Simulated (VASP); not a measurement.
Band structure of ZrSe₂. Method: PBE GGA, VASP's PBE PAW potentials (set 64) (plane waves; VASP 6.6.1).

The cell holds a wide vacuum, so values per volume refer to the whole cell.

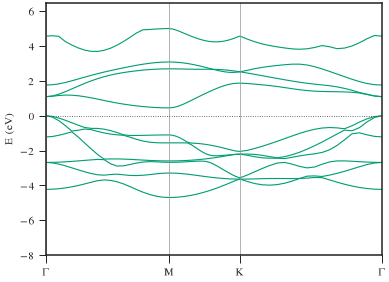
*Bands along high-symmetry lines, zero at the valence-band maximum or, without a gap, the Fermi level*

Read the plot: is there a gap, and where are the band edges?

The gap is indirect, 0.45 eV, from the valence maximum at Γ to the conduction minimum at M.

The cell is a sheet with vacuum, built from a generated structure.
